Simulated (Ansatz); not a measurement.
System: Mg$_{2}$Si$_{3}$N$_{3}$.

```xyz
16
Lattice="5.8288 0.0000 -0.0017 0.0000 6.7021 0.0000 -1.5719 0.0000 5.7385" Properties=species:S:1:pos:R:3 pbc="T T T"
Mg    0.3480    0.0000    2.1279
Mg    3.2624    3.3510    2.1271
Mg    0.4482    3.3510    1.5343
Mg    3.3626    0.0000    1.5334
Si   -1.0168    1.7994    4.1374
Si    1.8976    5.1505    4.1365
Si   -0.3102    0.0000    5.5082
Si    2.6043    3.3510    5.5073
Si   -1.0168    4.9027    4.1374
Si    1.8976    1.5516    4.1365
N     1.5347    0.0000    4.9765
N     4.4491    3.3510    4.9756
N     0.4449    4.8672    3.1339
N     3.3594    1.5161    3.1330
N     0.4449    1.8349    3.1339
N     3.3594    5.1859    3.1330
```

Space group Cm; a generated structure, not necessarily the stable one; computed pressure about −3 GPa in this cell; computed without spin polarisation.

Method: DFT r2SCAN, scalar-relativistic, plane waves, PAW in Ansatz.

**What can the converged valence pseudo-density and electron localisation function tell about the bonding?**

Mg–Si (2.53 Å): ρ is about 0.33 e/Å³ halfway; the ELF peaks at about 0.95 in the valence shell of Si, 1.1 Å from its nucleus, and is about 0.90 at the midpoint.
Si–N (1.92 Å): ρ is about 0.76 e/Å³ halfway; the ELF peaks at about 0.85 between the atoms.
Bader's partition of the density gives Mg +1.29 to +1.57, Si −0.21 to +2.28 and N −2.40 e.

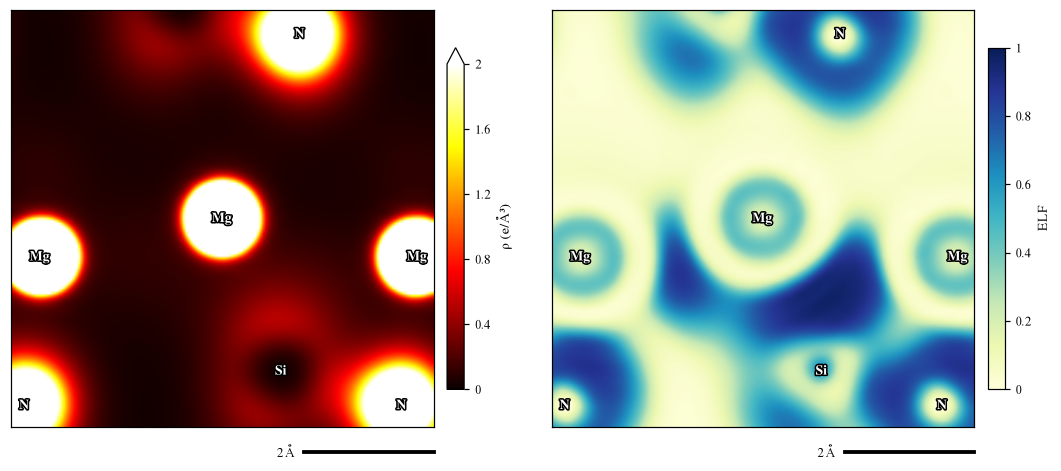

Computed valence pseudo-density and electron localisation function on the (010) plane of the conventional cell, in this order. 

In a PAW calculation such maps are meaningful between the atoms, not at the nuclei.
